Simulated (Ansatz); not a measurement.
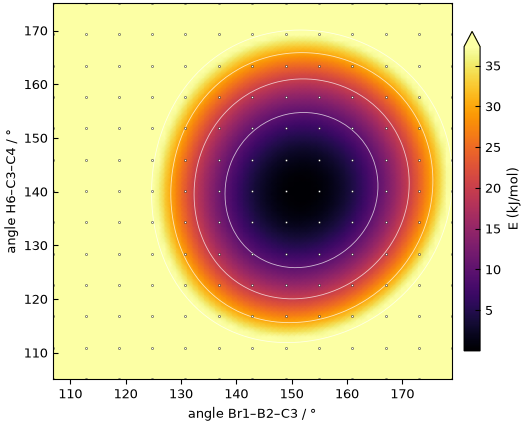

C2HBBr2, SMILES BrB1C=C1Br. First axis: angle Br1–B2–C3. Second axis: angle H6–C3–C4. Nothing is relaxed (all other coordinates rigid). Grid: 13 × 13 points. Points are written as (first, second). All energies are given in kJ/mol relative to the relaxed molecule at the same level. All numbers below come from RKS r2SCAN-D4/def2-SVP in Ansatz 0.2.0.

Drawn: a smooth colour map with a few white contour lines, dots at the grid points, one colour for all values above the top of the scale. Between grid points the surface is interpolated.

Q: Estimate the position of the minimum and the force constants in these coordinates.

A: The interpolated minimum is at angle Br1–B2–C3 ≈ 151.7°, angle H6–C3–C4 ≈ 140.1°. The curvatures there are about 3.5 eV/rad² and 3.3 eV/rad², with a cross term of about −0.2 eV/rad². Round the minimum the two coordinates are weakly coupled (coupling −0.05 in units of the two stiffnesses). (1 eV is 96.5 kJ/mol.)
